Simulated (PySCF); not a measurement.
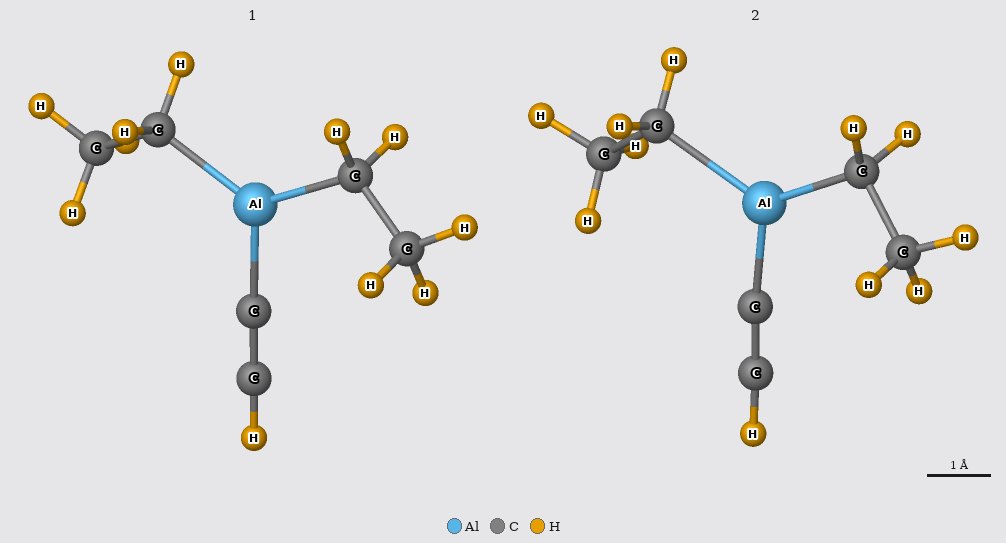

Two geometries of C$_{6}$H$_{11}$Al, drawn at one scale. One is the start of a relaxation, the other its converged end. The picture is a ball-and-stick view, seen at a tilt.

The calculation used PBE0-D3(BJ)/def2-SVP geometry optimisation, gas phase in PySCF. 

**Which of the two is the end point?**

Structure 1 is the relaxed one. The start comes from GFN2-xTB. Its atoms were then displaced at random by about 0.03 Å. Over 6 geometry steps the energy falls by 15.7 kcal/mol. The atom that moves furthest after the best rigid fit is an H atom (0.26 Å). Largest moves by element: H 0.26 Å, C 0.16 Å, Al 0.11 Å. Some distances before and after: Al–C 2.111 → 1.961 Å, C–H 1.175 → 1.103 Å, C–H 1.031 → 1.101 Å, C–H 1.058 → 1.108 Å. Bond angles that change, for instance: Al–C–H 119.4° → 108.8°, Al–C–C 106.5° → 116.8°, Al–C–C 108.3° → 117.1°.
